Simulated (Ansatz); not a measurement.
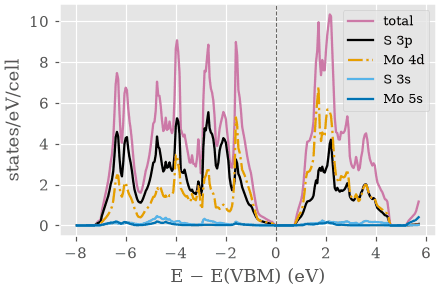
*Total and projected density of states of MoS₂ in space group P6_3/mmc (No. 194; Mo on 2c, S on 4f), plane-wave PAW LDA (Ansatz code)*

### Question
Which orbitals carry the states next to the gap?

### Answer
Top 1 eV of the valence band: Mo 4d 54 %, S 3p 41 %. Bottom 1 eV of the conduction band: Mo 4d 65 %, S 3p 29 %. Projections are on Löwdin-orthogonalised atomic valence shells; empty p or d shells of many metals are not among them.

### Question
Where is the tallest occupied peak in this window, and what makes it?

### Answer
Near -3.9 eV, about 9.1 states/eV per cell; the largest projected share is S 3p.

Symmetry was held in the LDA relaxation; phonons on a q-mesh show no instability. No spin polarisation was allowed. A crystal of weakly bound layers computed without a dispersion correction: the cell and the soft elastic constants depend strongly on that. Scalar-relativistic: spin–orbit coupling is off unless named, which matters more the heavier the elements.

Potentials: the later of the program's two PAW sets.
